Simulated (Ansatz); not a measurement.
```
atom    x (Å)    y (Å)    z (Å)
  Si   0.3022  -0.0210   0.0825
   O   0.5942  -0.1138   1.7193
   H  -0.1725  -0.1719   2.2956
   H   1.6339   0.0548  -0.5750
   H  -0.5006   1.1903  -0.2781
   H  -0.4367  -1.2198  -0.4258
```

The calculation used RKS PBE0/def2-SVP in Ansatz.

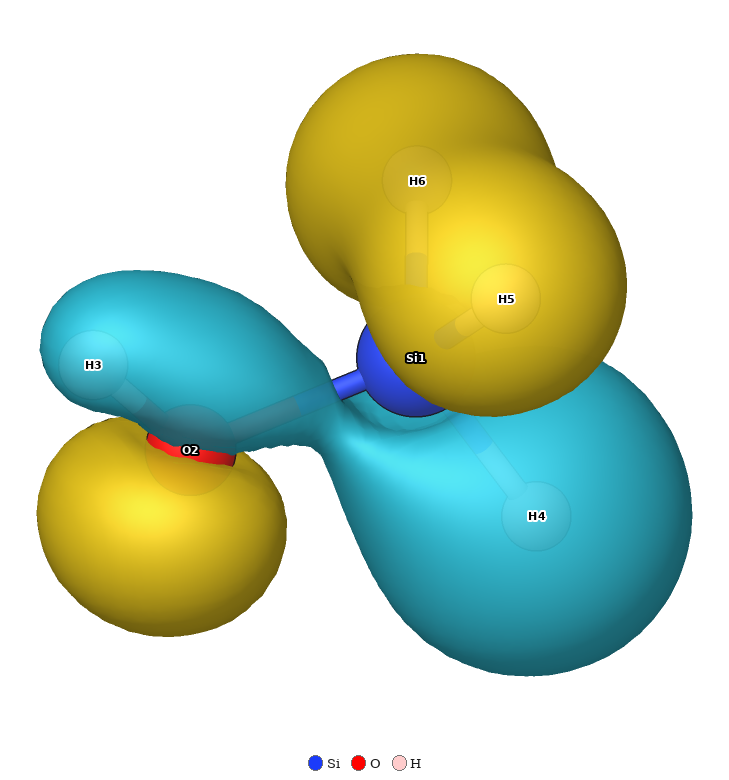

H$_{4}$OSi. The HOMO−1 at ±0.1 Å⁻³ᐟ² (yellow and cyan are the two phases), seen at a tilt.

> Where does this orbital lie, and at what energy?

Its weight (Hirshfeld) is mainly on Si1 (about 30 %), O2 (about 25 %), H4 (about 25 %), H5 (about 10 %) and H6 (about 10 %). Its energy is −9.21 eV.
